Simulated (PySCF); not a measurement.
**GaH2F: excited-state calculation**

GaH2F, SMILES [F][GaH2], computed with TDDFT PBE0/aug-cc-pVTZ, vertical, gas phase, core orbitals frozen in the response (PySCF 2.14.0).

The geometry comes from this level: PBE0-D3(BJ)/def2-SVP.

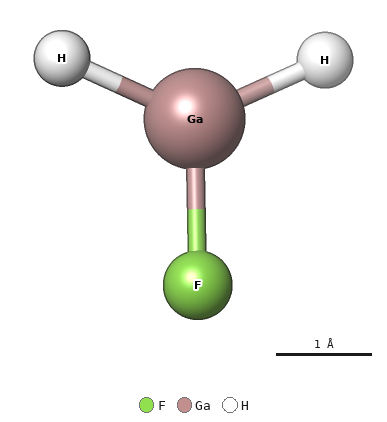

The structure as given in the input (ball-and-stick view, seen at an oblique angle). Sticks mark near contacts. Bond lengths as drawn: F–Ga 1.76 Å and Ga–H 1.56 Å.

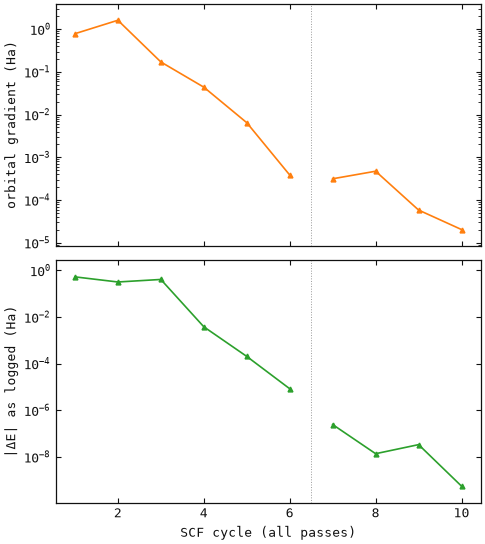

Convergence of the self-consistent field: orbital gradient and size of the energy change against the SCF cycle. The dotted line marks the change from a coarse to the final integration grid. The first 6 cycles use a coarse grid, the final grid takes over at cycle 7, and the field converges after 10 cycles in all.

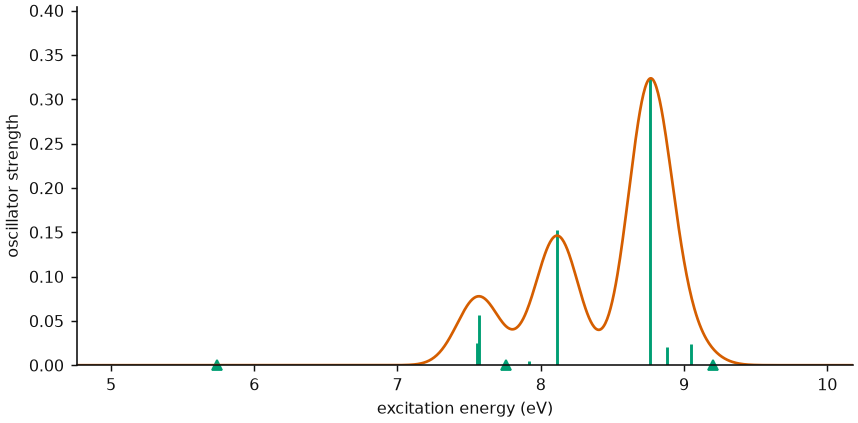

Computed excitations as sticks (degenerate states added up, dark ones marked on the axis), with a Gaussian envelope of 0.35 eV full width at half maximum, scaled to the tallest. Of the 10 states the lowest lies at 5.74 eV (f = 0.000); the strongest line is at 8.76 eV, or 142 nm (f = 0.324).

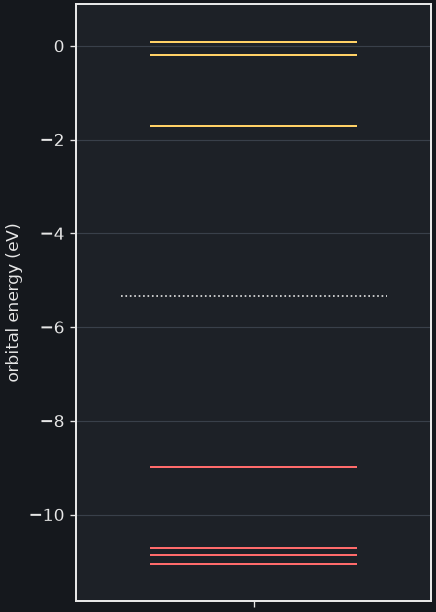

Orbital energies near the frontier; the dotted line parts filled from empty levels, and levels within 0.02 eV of each other stand side by side. Highest filled −8.99 eV, lowest empty −1.70 eV, 7.29 eV apart.

These pictures come from the run below.

## Input
```
{"job": {"kind": "uv", "xc": "PBE0", "basis": "aug-cc-pVTZ"}, "charge": 0, "multiplicity": 1}
F     -1.096682    -1.182701     0.006742
Ga     0.106649     0.099810    -0.001061
H      1.577750    -0.418169    -0.003710
H     -0.499823     1.536892    -0.003547
```

The first line tells a small driver script what to run in PySCF; the rest is the geometry in Å.

Command:
```bash
OMP_NUM_THREADS=1 python <driver script> task.json out
```

## What the program printed
```
coarse grid: 17664 points
cycle   1  E = -2025.5541090125  dE = -5.292e-01  |g| = 7.831e-01  |ddm| = 6.783e+00
cycle   2  E = -2025.2350462289  dE =  3.191e-01  |g| = 1.616e+00  |ddm| = 7.721e+00
cycle   3  E = -2025.6447380586  dE = -4.097e-01  |g| = 1.709e-01  |ddm| = 4.971e+00
cycle   4  E = -2025.6485505623  dE = -3.813e-03  |g| = 4.391e-02  |ddm| = 9.315e-01
cycle   5  E = -2025.6487545530  dE = -2.040e-04  |g| = 6.475e-03  |ddm| = 1.844e-01
cycle   6  E = -2025.6487629056  dE = -8.353e-06  |g| = 3.855e-04  |ddm| = 1.830e-02
final grid: 35640 points
cycle   7  E = -2025.6486357086  dE = -2.424e-07  |g| = 3.149e-04  |ddm| = 4.310e-03
cycle   8  E = -2025.6486356950  dE =  1.361e-08  |g| = 4.732e-04  |ddm| = 2.353e-03
cycle   9  E = -2025.6486357283  dE = -3.334e-08  |g| = 5.834e-05  |ddm| = 9.172e-04
cycle  10  E = -2025.6486357289  dE = -5.498e-10  |g| = 2.039e-05  |ddm| = 3.666e-04
converged SCF energy = -2025.6486357289

Static polarisability (au): isotropic 29.596, principal 24.300 30.454 34.035

Singlet excitations
state   eV       nm        f      main configurations
  1   5.7371    216.1   0.00000   H->L 0.99
  2   7.5562    164.1   0.02544   H->L+1 0.88
  3   7.5703    163.8   0.05649   H-1->L 0.98
  4   7.7601    159.8   0.00000   H-3->L 0.99
  5   7.9208    156.5   0.00463   H-2->L 0.93
  6   8.1166    152.8   0.15252   H->L+2 0.91
  7   8.7594    141.5   0.32362   H->L+3 0.84
  8   8.8794    139.6   0.02009   H->L+4 0.97
  9   9.0487    137.0   0.02401   H-2->L+1 0.90
 10   9.2047    134.7   0.00000   H->L+5 0.99

Triplet excitations (Tamm-Dancoff, eV): 5.2485 6.5637 6.8984 7.2446
```

## Summary

```tsv
quantity	value
outcome	converged
total energy	−2025.648636 hartree
HOMO	−8.99 eV
LUMO	−1.70 eV
dipole moment	2.30 D
mean polarisability	29.60 a.u.
lowest singlet excitation	5.74 eV
hardware	1 CPU thread, shared host
wall time	5.7 s
peak memory	0.54 GiB
```

## Notes

Spin–orbit coupling is left out, which matters for the heavy atoms.
